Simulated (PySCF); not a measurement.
C3H6ClOSi2 (doublet)

Input file:

```
{"job": {"kind": "epr", "basis": "pcH-1"}, "charge": 0, "multiplicity": 2}
C     -2.056024     1.597734    -0.416678
C     -1.812144     0.425786    -0.387715
C     -1.478632    -0.973513    -0.352653
Si     0.183282    -1.335780    -1.263926
Cl     0.882642    -3.151853    -0.648329
O      1.259854    -0.217023    -0.822952
Si     2.086686     0.784938     0.161275
H     -2.295491     2.618333    -0.438632
H     -1.361649    -1.285602     0.690447
H     -2.291569    -1.556203    -0.787669
H      2.394639     1.928018    -0.688521
H      1.215100     1.121814     1.285310
H      3.268918     0.043837     0.594845
```

Command:

```sh
OMP_NUM_THREADS=1 python probes_run.py task.json out
```

Geometry: GFN2-xTB.

Level of theory: PySCF, UKS B3LYP, pcH-1 on C Cl H O Si, non-relativistic, mean-field spin-orbit, GIAO.

### What can the converged electron density, electron localisation function and spin density tell about the bonding?

C–C (1.20 Å): ρ at the midpoint is about 2.3 e/Å³; the ELF peaks at about 0.85 between the atoms (a multiple bond).
C–Si (1.93 Å): ρ at the midpoint is about 0.73 e/Å³; the ELF peaks at about 0.95 between the atoms (a covalent bond).
C–H (1.05 Å): the density is about 1.7 e/Å³ at the midpoint; the ELF climbs to about 1 towards the hydrogen, as it does in any bond to H (an ordinary covalent bond to hydrogen).
The unpaired spin (1 electron) lies mostly on Si4 (about 0.7), Cl5 (about 0.1) and C3 (about 0.1), in electrons by Hirshfeld's partition.

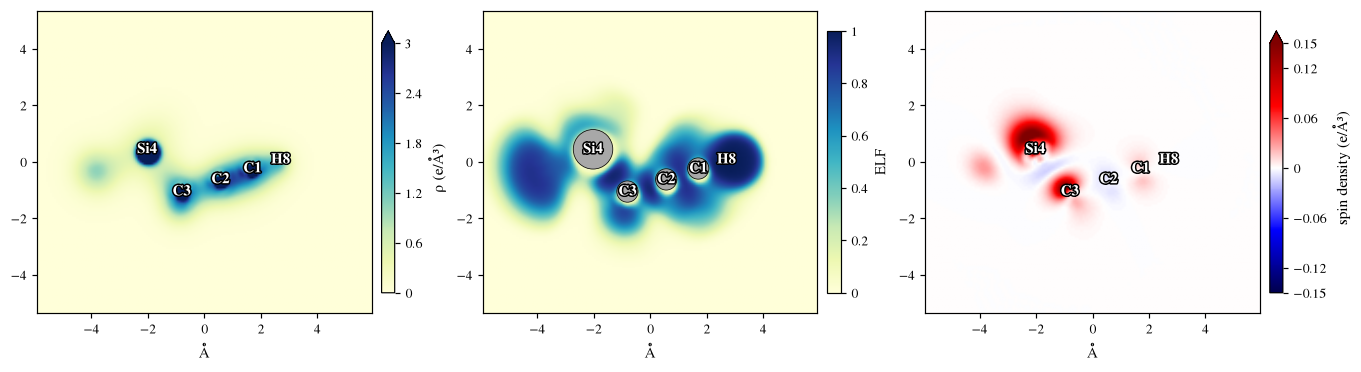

Computed electron density, electron localisation function and spin density on the plane of atoms C2, C3 and Si4, in this order. Grey discs cover the atomic cores in the ELF map. 
